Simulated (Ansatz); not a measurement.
C6H2I2OS (SMILES O=C1C(I)=CC(=S)C=C1I)

```
atom    x (Å)    y (Å)   z (Å)
   C   0.0000   1.4302  0.0000
   C   1.2558   0.6200  0.0000
   C   1.2494  -0.7382  0.0000
   C   0.0000  -1.4830  0.0000
   C  -1.2494  -0.7382  0.0000
   C  -1.2558   0.6200  0.0000
   I   3.0417   1.7106  0.0000
   I  -3.0417   1.7106  0.0000
   O   0.0000   2.6448  0.0000
   S   0.0000  -3.1409  0.0000
   H   2.1751  -1.3180  0.0000
   H  -2.1751  -1.3180  0.0000
```

Geometry: r2SCAN-D4/def2-SVP; core potentials replace the inner electrons of I.

Computed with Ansatz, isolated molecule in a Gaussian basis; Kohn-Sham density functional theory, functional PBE0.

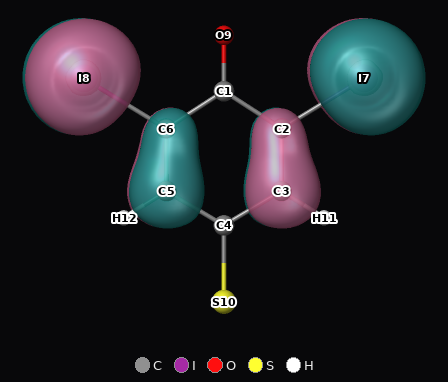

Figure 1. The HOMO−1 at ±0.08 Å⁻³ᐟ² (teal and pink are the two phases), seen across its widest extent.

**Describe this orbital and give its energy.**

It lies mainly on I7 (about 35 %), I8 (about 35 %), C3 (about 10 %) and C5 (about 10 %); it changes sign across the molecular plane (π type). Its energy is −7.61 eV.

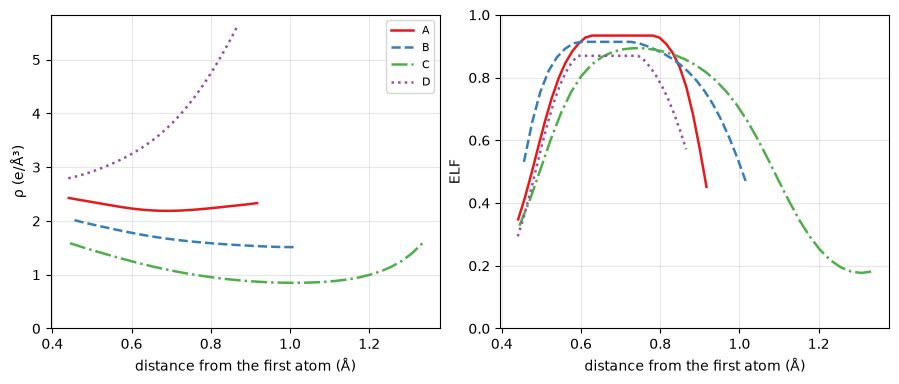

Figure 2. Electron density and ELF along straight lines between neighbouring atoms. The curves leave out the atomic cores.

**Which curve belongs to which contact (C–C, C–I, C–O and C–S)? The first atom named is at distance zero.**

Curve A: C–C (1.36 Å): the density is about 2.2 e/Å³ at the midpoint; the ELF peaks at about 0.95 between the atoms; a covalent bond. Curve B: C–S (1.66 Å): the density is about 1.6 e/Å³ at the midpoint; the ELF peaks at about 0.90 between the atoms (a covalent bond). Curve C: C–I (2.09 Å): ρ at the midpoint is about 0.85 e/Å³; the ELF peaks at about 0.90 between the atoms; a shared electron pair. Curve D: C–O (1.21 Å): ρ is about 3.3 e/Å³ halfway; the ELF peaks at about 0.85 between the atoms (a multiple bond).

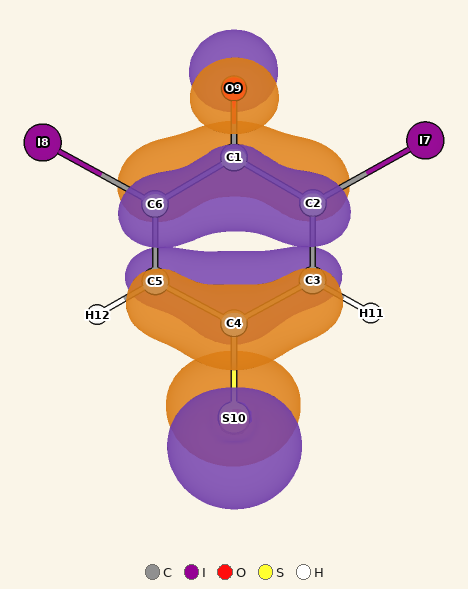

Figure 3. The LUMO at ±0.1 Å⁻³ᐟ² (orange and purple are the two phases), seen at an oblique angle.

**Describe this orbital and give its energy.**

Its weight (Hirshfeld) is mainly on S10 (about 35 %), C4 (about 15 %), O9 (about 15 %), C1 (about 10 %), C2 (about 10 %) and C6 (about 10 %); it changes sign across the molecular plane (π type); π-bonding across C1–C2 and C1–C6; π-antibonding (a node) across C1–O9 and C4–S10. Its energy is −4.54 eV.
